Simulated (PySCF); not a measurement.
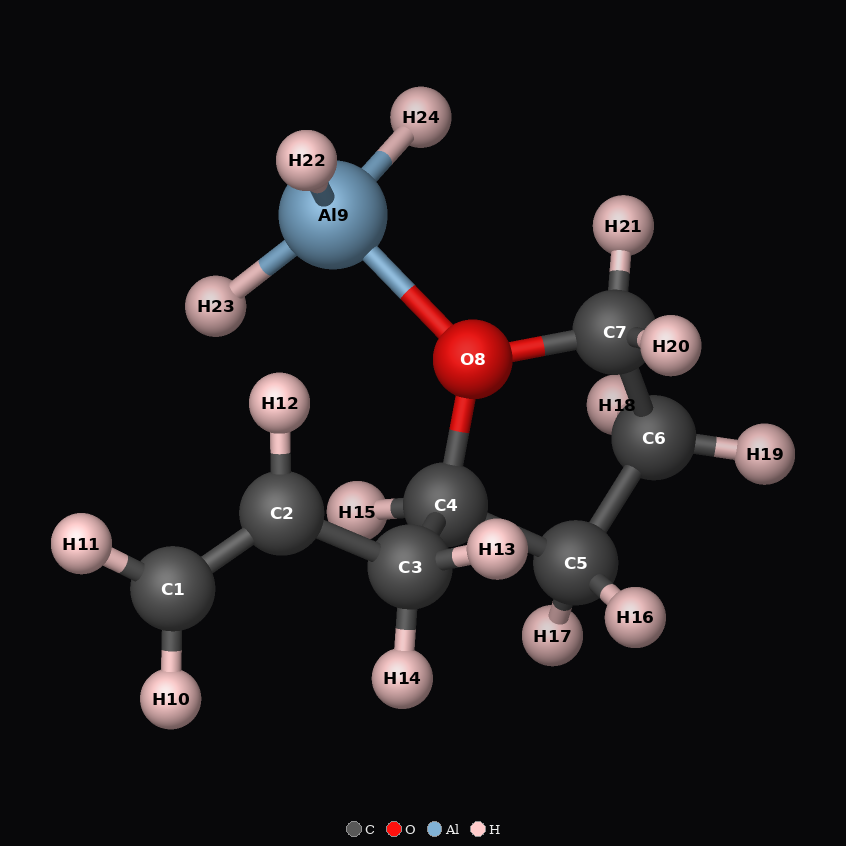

Computed geometry: PBE0-D3(BJ)/def2-SVP optimisation. No frequency run is at hand to confirm it as a minimum. Electric field gradients from the ground-state density, PBE0/pcSseg-1 in benzene (IEF-PCM) (PySCF 2.14.0), non-relativistic apart from any core potentials.

Give the largest field-gradient component, the quadrupole coupling constant and the asymmetry for 17O at O8 (Q = −25.6 mb), 27Al at Al9 (Q = 146.6 mb), 2H at H10 (Q = 2.86 mb), 2H at H11 (Q = 2.86 mb).

```
atom  V_zz (a.u.)  e²qQ/h (MHz)     η
  O8       −2.018         12.14  0.67
 Al9        0.942          32.4  0.03
 H10        0.302         0.203  0.06
 H11        0.307         0.206  0.05
```
